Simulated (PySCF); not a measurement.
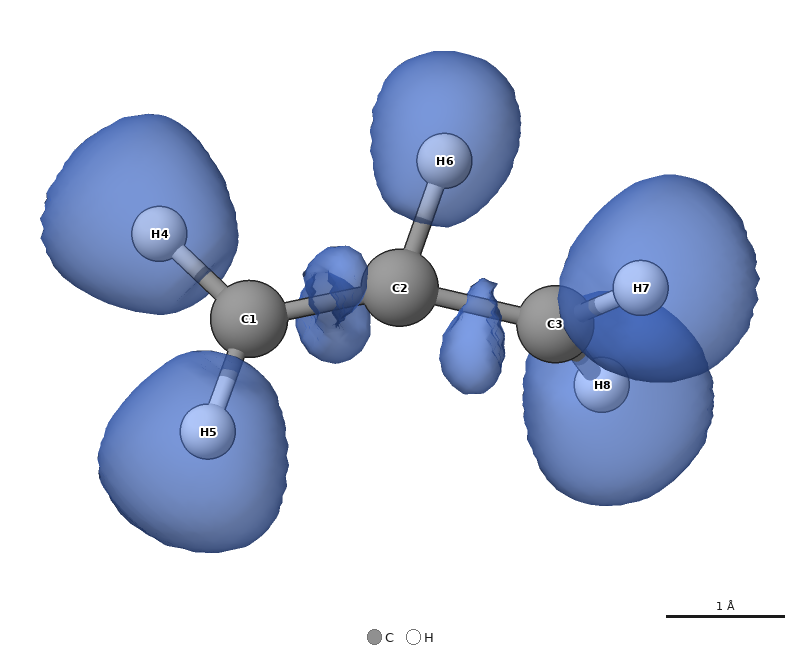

*C3H5 (charge +1). Isosurface of the ELF at 0.85 (blue), seen across its widest extent. Only the valence region is drawn (cores and ρ < 0.01 e/Å³ removed).*

Geometry: GFN2-xTB.

Method: PySCF 2.14.0, PBE0/pcSseg-2, SCF density, gas phase, non-relativistic.

```xyz
8

C    -0.8440   -0.2752   -1.0219
C    -0.1409   -0.0384    0.0564
C     1.0016    0.2367    0.7513
H    -1.9059   -0.0934   -1.0937
H    -0.3889   -0.7655   -1.8735
H    -0.6499    0.1875    1.0594
H     1.3208   -0.3632    1.5984
H     1.6072    1.1115    0.5235
```

Q: Describe the localisation domains.

A: At this value the surface marks out two regions between bonded C–C atoms (shared pairs) and five regions around hydrogen nuclei. Profiles from the grid: C–C (1.31 Å): the ELF peaks at about 0.90 between the atoms; a multiple bond. C–H (1.08 Å): the ELF climbs to about 1 towards the hydrogen, as it does in any bond to H: a covalent bond by its length.
